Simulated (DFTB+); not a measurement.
Geometry relaxation, with input and output: CH$_{5}$BF$_{2}$Si (part 1 of 2)

The run: geometry relaxation of CH$_{5}$BF$_{2}$Si, SMILES BC(F)[SiH2]F. Method and program: GFN2-xTB, R-SCC, dispersion built in (DFTB+ 25.1).

The geometry comes from this level: PBE0-D4/def2-TZVP.

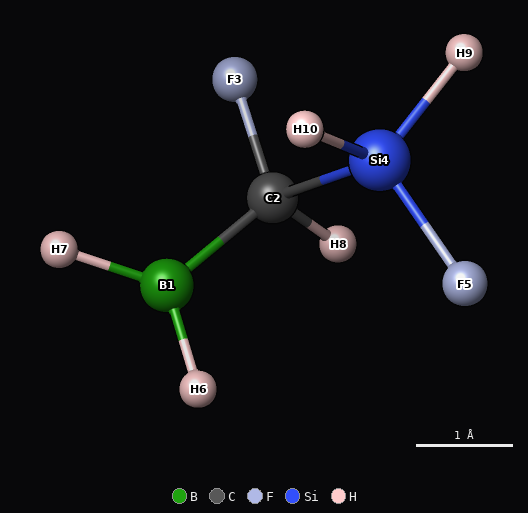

*The input geometry (ball-and-stick view, seen at a tilt; atoms are numbered from 1 in the order of the input).*

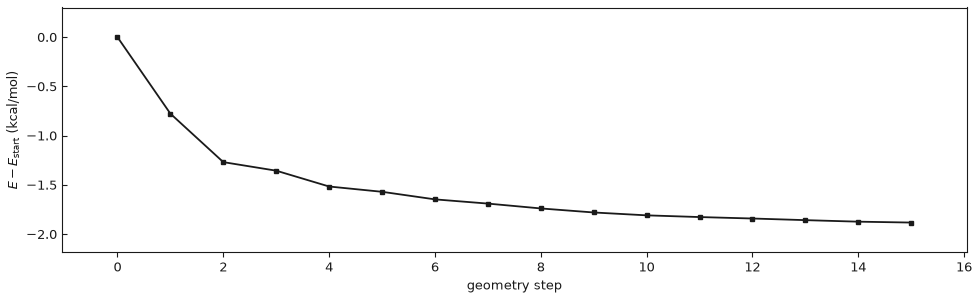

*Progress of the relaxation, step by step (steps are counted from 0).*

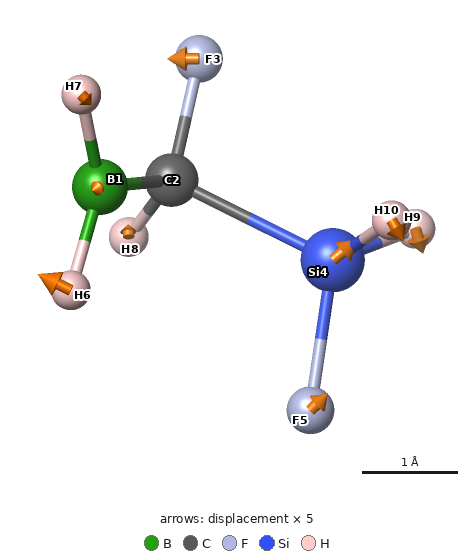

*The starting structure with the displacements as orange arrows, magnified 5 times (ball-and-stick view, seen at a tilt). The two geometries are laid on each other by the best rigid fit.*

H6 moves most after the best rigid fit: 0.078 Å. Largest moves by element: H 0.078 Å, Si 0.069 Å, F 0.068 Å, B 0.026 Å, C 0.014 Å. Among the contacts that change: B1–H6 1.196 → 1.166 Å, Si4–H10 1.481 → 1.452 Å, B1–H7 1.193 → 1.165 Å, C2–Si4 1.916 → 1.936 Å. Among the angles that change: H9–Si4–H10 111.1° → 116.0°, F3–C2–H8 108.9° → 105.2°, F5–Si4–H10 108.4° → 104.9°. Over 15 geometry steps the energy falls by 1.88 kcal/mol. (Atoms are counted from 1 in the order of the input.)

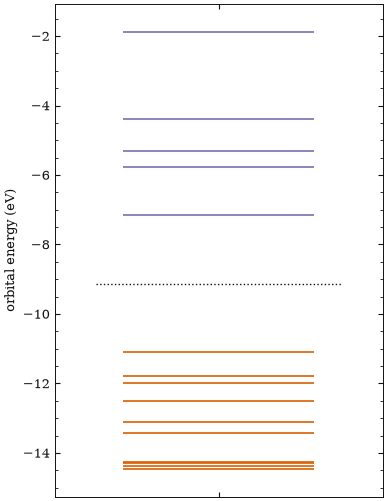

*Orbital energies near the frontier; the dotted line parts filled from empty levels, and levels within 0.02 eV of each other stand side by side.*

Highest filled −11.11 eV, lowest empty −7.16 eV, 3.95 eV apart.

The input that produced these results follows, with the program's output.

## Input file (dftb_in.hsd)
```
# GFN2-XTB geometry optimisation
Geometry = GenFormat {
  <<< "start.gen"
}

Driver = GeometryOptimisation {
  Optimiser = Rational {}
  MaxSteps = 100
  Convergence = {
    GradElem = 0.001
  }
  AppendGeometries = Yes
}

Hamiltonian = xTB {
  Method = "GFN2-xTB"
}

Analysis = {
  PrintForces = Yes
}

Options = {
  WriteResultsTag = Yes
}

InputVersion = 25.1
```

## File start.gen
```
10 C
B C F Si H
   1  1     -0.143300     -1.018900     -1.145800
   2  2     -0.246200     -0.701600      0.342200
   3  3      0.576300     -1.435600      1.201700
   4  4      0.281300      1.128500      0.547800
   5  3     -0.916400      2.050600      0.030200
   6  5     -0.892300     -0.441700     -1.878600
   7  5      0.704400     -1.739500     -1.575800
   8  5     -1.274300     -0.719900      0.730700
   9  5      0.500100      1.374400      1.989800
  10  5      1.493400      1.452700     -0.239200
```

Launched with:
```bash
dftb+ > dftb.out
```

## Output
```
|  DFTB+ development version (commit: a23bfb2)

Reading input file 'dftb_in.hsd'
Parser version: 14

--------------------------------------------------------------------------------

Processed input in HSD format written to 'dftb_pin.hsd'

Starting initialization...
--------------------------------------------------------------------------------
OpenMP threads:              1
Chosen random seed:          1866346370
Current stacksize:           unlimited
Mode:                        Geometry optimisation relaxation
Self consistent charges:     Yes
SCC-tolerance:                 0.100000E-04
Max. scc iterations:                    100
Shell resolved Hubbard:      Yes
Spin polarisation:           No
Nr. of up electrons:            15.000000
Nr. of down electrons:          15.000000
Periodic boundaries:         No
Electronic solver:           Relatively robust
Mixer:                       Broyden mixer
Mixing parameter:                  0.200000
Nr. of chrg. vec. in memory:            100
Max. SCC-cycles:                        100
Max. nr. of geometry steps:             100
tblite library version:      0.3.0
-> parametrization:          GFN2-xTB
-> repulsion:                Yes
-> dispersion:               Yes
-> halogen bonding:          No
-> electrostatics:           Yes
   -> isotropic:             Yes
   -> anisotropic:           Yes
   -> third-order:           Yes
Electronic temperature:              0.950045E-03 H      0.258520E-01 eV
Initial charges:             Set automatically (system chrg:   0.000E+00)
Included shells:             B:  s, p
                             C:  s, p
                             F:  s, p
                            Si:  s, p, d
                             H:  s
Extra options:
                             Mulliken analysis
                             Force calculation
Force type                   original

--------------------------------------------------------------------------------

***  Geometry step: 0

 iSCC Total electronic   Diff electronic      SCC error
    1   -0.17032444E+02    0.00000000E+00    0.13686292E+01
    2   -0.17188587E+02   -0.17032444E+02    0.11430732E+01
    3   -0.17196016E+02   -0.15614283E+00    0.52113154E+00
    4   -0.17231510E+02   -0.74295390E-02    0.49079220E+00
    5   -0.17241835E+02   -0.35493734E-01    0.23058237E+00
    6   -0.17250925E+02   -0.10325254E-01    0.13901865E+00
    7   -0.17254258E+02   -0.90897523E-02    0.34299312E-01
    8   -0.17254902E+02   -0.33333413E-02    0.20847349E-01
    9   -0.17255129E+02   -0.64335779E-03    0.10162789E-01
   10   -0.17255133E+02   -0.22712266E-03    0.47322233E-02
   11   -0.17255091E+02   -0.39694151E-05    0.28665072E-02
   12   -0.17255106E+02    0.41577472E-04    0.36393451E-03
   13   -0.17255104E+02   -0.14885519E-04    0.44366215E-03
   14   -0.17255100E+02    0.21322903E-05    0.89367017E-04
   15   -0.17255099E+02    0.41158414E-05    0.46866366E-04
   16   -0.17255099E+02    0.38302839E-06    0.62264626E-05

Total Energy:                      -17.1621732191 H         -467.0065 eV
Extrapolated to 0K:                -17.1621732191 H         -467.0065 eV
Total Mermin free energy:          -17.1621732191 H         -467.0065 eV
Force related energy:              -17.1621732191 H         -467.0065 eV

total energy  -1.7162173E+01 H       energy change -1.7162173E+01 H
gradient norm  3.9886314E-02 H/a0    max. gradient  2.1876960E-02 H/a0
step length    0.0000000E+00 a0      max. step      0.0000000E+00 a0

--------------------------------------------------------------------------------

***  Geometry step: 1

 iSCC Total electronic   Diff electronic      SCC error
    1   -0.17257226E+02    0.00000000E+00    0.24058134E-01
    2   -0.17257267E+02   -0.21267053E-02    0.20614750E-01
    3   -0.17257328E+02   -0.40943092E-04    0.12956091E-01
    4   -0.17257338E+02   -0.60844787E-04    0.52380559E-02
    5   -0.17257340E+02   -0.10641324E-04    0.16784742E-02
    6   -0.17257332E+02   -0.18342714E-05    0.71913113E-03
    7   -0.17257325E+02    0.85311962E-05    0.15135913E-03
    8   -0.17257325E+02    0.64198496E-05    0.80716395E-04
    9   -0.17257325E+02    0.41176855E-06    0.28528456E-04
   10   -0.17257324E+02    0.41299937E-06    0.15425595E-04
   11   -0.17257324E+02    0.15127859E-06    0.33621257E-05

Total Energy:                      -17.1634105023 H         -467.0402 eV
Extrapolated to 0K:                -17.1634105023 H         -467.0402 eV
Total Mermin free energy:          -17.1634105023 H         -467.0402 eV
Force related energy:              -17.1634105023 H         -467.0402 eV

total energy  -1.7163411E+01 H       energy change -1.2372833E-03 H
gradient norm  2.3512908E-02 H/a0    max. gradient  1.2004910E-02 H/a0
step length    3.9823059E-02 a0      max. step      2.1842266E-02 a0

--------------------------------------------------------------------------------

***  Geometry step: 2

 iSCC Total electronic   Diff electronic      SCC error
    1   -0.17260993E+02    0.00000000E+00    0.29817518E-01
    2   -0.17261062E+02   -0.36682139E-02    0.26825575E-01
    3   -0.17261188E+02   -0.69295179E-04    0.15135251E-01
    4   -0.17261198E+02   -0.12610484E-03    0.69088589E-02
    5   -0.17261204E+02   -0.95464604E-05    0.24861974E-02
    6   -0.17261191E+02   -0.65282850E-05    0.79109060E-03
    7   -0.17261184E+02    0.12706564E-04    0.14477900E-03
    8   -0.17261183E+02    0.75791041E-05    0.90248064E-04
    9   -0.17261183E+02    0.58252455E-06    0.28222808E-04
   10   -0.17261182E+02    0.67335109E-06    0.19691089E-04
   11   -0.17261183E+02    0.21254292E-06    0.52988380E-05

Total Energy:                      -17.1641946578 H         -467.0615 eV
Extrapolated to 0K:                -17.1641946578 H         -467.0615 eV
Total Mermin free energy:          -17.1641946578 H         -467.0615 eV
Force related energy:              -17.1641946578 H         -467.0615 eV

total energy  -1.7164195E+01 H       energy change -7.8415547E-04 H
gradient norm  1.1830197E-02 H/a0    max. gradient  4.7245732E-03 H/a0
step length    5.9995278E-02 a0      max. step      3.1081546E-02 a0

--------------------------------------------------------------------------------

***  Geometry step: 3

 iSCC Total electronic   Diff electronic      SCC error
    1   -0.17262200E+02    0.00000000E+00    0.49384779E-02
    2   -0.17262218E+02   -0.10175197E-02    0.39328261E-02
    3   -0.17262265E+02   -0.17976970E-04    0.24480784E-02
    4   -0.17262275E+02   -0.46904456E-04    0.91196756E-03
    5   -0.17262281E+02   -0.99579669E-05    0.35624253E-03
    6   -0.17262281E+02   -0.57847836E-05    0.14775774E-03
    7   -0.17262280E+02   -0.27604516E-06    0.42128066E-04
    8   -0.17262279E+02    0.83102130E-06    0.18683647E-04
    9   -0.17262279E+02    0.67169580E-06    0.77169604E-05

Total Energy:                      -17.1643331444 H         -467.0653 eV
Extrapolated to 0K:                -17.1643331444 H         -467.0653 eV
Total Mermin free energy:          -17.1643331444 H         -467.0653 eV
Force related energy:              -17.1643331444 H         -467.0653 eV

total energy  -1.7164333E+01 H       energy change -1.3848656E-04 H
gradient norm  1.0197428E-02 H/a0    max. gradient  3.9575221E-03 H/a0
step length    1.7123967E-02 a0      max. step      6.5707512E-03 a0

--------------------------------------------------------------------------------

***  Geometry step: 4

 iSCC Total electronic   Diff electronic      SCC error
    1   -0.17264394E+02    0.00000000E+00    0.13256803E-01
    2   -0.17264446E+02   -0.21149785E-02    0.10799886E-01
    3   -0.17264568E+02   -0.51699075E-04    0.75503512E-02
    4   -0.17264631E+02   -0.12168112E-03    0.16468382E-02
    5   -0.17264646E+02   -0.62873950E-04    0.47434386E-03
    6   -0.17264648E+02   -0.15133305E-04    0.34857978E-03
    7   -0.17264648E+02   -0.18440732E-05    0.12541558E-03
    8   -0.17264647E+02   -0.73796041E-07    0.43664699E-04
    9   -0.17264646E+02    0.10488515E-05    0.26596026E-04
   10   -0.17264646E+02    0.24051264E-06    0.14898506E-04
   11   -0.17264646E+02   -0.97807913E-08    0.12109688E-05

Total Energy:                      -17.1645891795 H         -467.0722 eV
Extrapolated to 0K:                -17.1645891795 H         -467.0722 eV
Total Mermin free energy:          -17.1645891795 H         -467.0722 eV
Force related energy:              -17.1645891795 H         -467.0722 eV

total energy  -1.7164589E+01 H       energy change -2.5603508E-04 H
gradient norm  8.1556615E-03 H/a0    max. gradient  3.2956086E-03 H/a0
step length    4.9144914E-02 a0      max. step      2.1212313E-02 a0

--------------------------------------------------------------------------------

***  Geometry step: 5

 iSCC Total electronic   Diff electronic      SCC error
    1   -0.17264917E+02    0.00000000E+00    0.62872952E-02
    2   -0.17264935E+02   -0.27037222E-03    0.57385922E-02
    3   -0.17265010E+02   -0.17912984E-04    0.24841519E-02
    4   -0.17265023E+02   -0.75381852E-04    0.93627600E-03
    5   -0.17265024E+02   -0.12751714E-04    0.17507715E-03
    6   -0.17265024E+02   -0.12260254E-05    0.76131839E-04
    7   -0.17265024E+02    0.24315437E-07    0.20944164E-04
    8   -0.17265024E+02   -0.12767257E-06    0.14439501E-04
    9   -0.17265024E+02   -0.12473145E-06    0.40947133E-05

Total Energy:                      -17.1646746629 H         -467.0746 eV
Extrapolated to 0K:                -17.1646746629 H         -467.0746 eV
Total Mermin free energy:          -17.1646746629 H         -467.0746 eV
Force related energy:              -17.1646746629 H         -467.0746 eV

total energy  -1.7164675E+01 H       energy change -8.5483401E-05 H
gradient norm  7.7103297E-03 H/a0    max. gradient  3.8121927E-03 H/a0
step length    2.2067271E-02 a0      max. step      9.7058107E-03 a0

--------------------------------------------------------------------------------

***  Geometry step: 6

 iSCC Total electronic   Diff electronic      SCC error
    1   -0.17264638E+02    0.00000000E+00    0.14380743E-01
    2   -0.17264660E+02    0.38582405E-03    0.12267854E-01
    3   -0.17264756E+02   -0.22082895E-04    0.34357524E-02
    4   -0.17264785E+02   -0.95305596E-04    0.11040570E-02
    5   -0.17264788E+02   -0.29034734E-04    0.52088656E-03
    6   -0.17264786E+02   -0.30076482E-05    0.12235973E-03
    7   -0.17264786E+02    0.17907296E-05    0.65037640E-04
    8   -0.17264787E+02   -0.57188927E-07    0.12510824E-04
    9   -0.17264787E+02   -0.78831829E-06    0.55680163E-05

Total Energy:                      -17.1647972228 H         -467.0779 eV
Extrapolated to 0K:                -17.1647972228 H         -467.0779 eV
Total Mermin free energy:          -17.1647972228 H         -467.0779 eV
Force related energy:              -17.1647972228 H         -467.0779 eV

total energy  -1.7164797E+01 H       energy change -1.2255995E-04 H
gradient norm  6.7154201E-03 H/a0    max. gradient  2.2490831E-03 H/a0
step length    3.9919202E-02 a0      max. step      1.5451115E-02 a0

--------------------------------------------------------------------------------

***  Geometry step: 7

 iSCC Total electronic   Diff electronic      SCC error
    1   -0.17263965E+02    0.00000000E+00    0.13057013E-01
    2   -0.17263965E+02    0.82217087E-03    0.99817517E-02
    3   -0.17263978E+02   -0.76385995E-06    0.24127757E-02
    4   -0.17263990E+02   -0.12803956E-04    0.83051273E-03
    5   -0.17263990E+02   -0.11521766E-04    0.24779919E-03
    6   -0.17263989E+02   -0.65835343E-06    0.14877988E-03
    7   -0.17263990E+02    0.10325152E-05    0.72654007E-04
    8   -0.17263990E+02   -0.16528019E-06    0.38736044E-04
    9   -0.17263990E+02   -0.64925519E-06    0.11477905E-04
   10   -0.17263990E+02   -0.31667660E-07    0.41507407E-05

Total Energy:                      -17.1648654090 H         -467.0798 eV
Extrapolated to 0K:                -17.1648654090 H         -467.0798 eV
Total Mermin free energy:          -17.1648654090 H         -467.0798 eV
Force related energy:              -17.1648654090 H         -467.0798 eV

total energy  -1.7164865E+01 H       energy change -6.8186173E-05 H
gradient norm  6.2931245E-03 H/a0    max. gradient  2.5368007E-03 H/a0
step length    2.5701056E-02 a0      max. step      9.2605641E-03 a0

--------------------------------------------------------------------------------

***  Geometry step: 8

 iSCC Total electronic   Diff electronic      SCC error
    1   -0.17262638E+02    0.00000000E+00    0.19511547E-01
    2   -0.17262624E+02    0.13523137E-02    0.15179073E-01
    3   -0.17262588E+02    0.13832405E-04    0.26871783E-02
    4   -0.17262588E+02    0.35649583E-04    0.12287569E-02
    5   -0.17262585E+02    0.19157486E-06    0.51860683E-03
    6   -0.17262585E+02    0.27585618E-05    0.28863824E-03
    7   -0.17262585E+02    0.92138134E-06    0.14707579E-03
    8   -0.17262586E+02   -0.43101550E-06    0.57594618E-04
    9   -0.17262586E+02   -0.93838935E-06    0.18100000E-04
   10   -0.17262586E+02    0.11827417E-06    0.61471749E-05

Total Energy:                      -17.1649439734 H         -467.0819 eV
Extrapolated to 0K:                -17.1649439734 H         -467.0819 eV
Total Mermin free energy:          -17.1649439734 H         -467.0819 eV
Force related energy:              -17.1649439734 H         -467.0819 eV

total energy  -1.7164944E+01 H       energy change -7.8564452E-05 H
gradient norm  6.2296532E-03 H/a0    max. gradient  2.4899028E-03 H/a0
step length    3.2926915E-02 a0      max. step      1.2112009E-02 a0

--------------------------------------------------------------------------------

***  Geometry step: 9

 iSCC Total electronic   Diff electronic      SCC error
    1   -0.17261382E+02    0.00000000E+00    0.18804137E-01
    2   -0.17261358E+02    0.12039920E-02    0.15171665E-01
    3   -0.17261276E+02    0.23302339E-04    0.23578214E-02
    4   -0.17261272E+02    0.82440552E-04    0.16162979E-02
    5   -0.17261271E+02    0.41760793E-05    0.66142033E-03
    6   -0.17261272E+02    0.12907962E-05    0.26652587E-03
    7   -0.17261272E+02   -0.99217340E-06    0.95067571E-04
    8   -0.17261273E+02   -0.87278196E-06    0.41795145E-04
    9   -0.17261273E+02   -0.39548812E-06    0.13331143E-04
   10   -0.17261272E+02    0.27681781E-06    0.60556688E-05

Total Energy:                      -17.1650092058 H         -467.0837 eV
Extrapolated to 0K:                -17.1650092058 H         -467.0837 eV
Total Mermin free energy:          -17.1650092058 H         -467.0837 eV
Force related energy:              -17.1650092058 H         -467.0837 eV
```
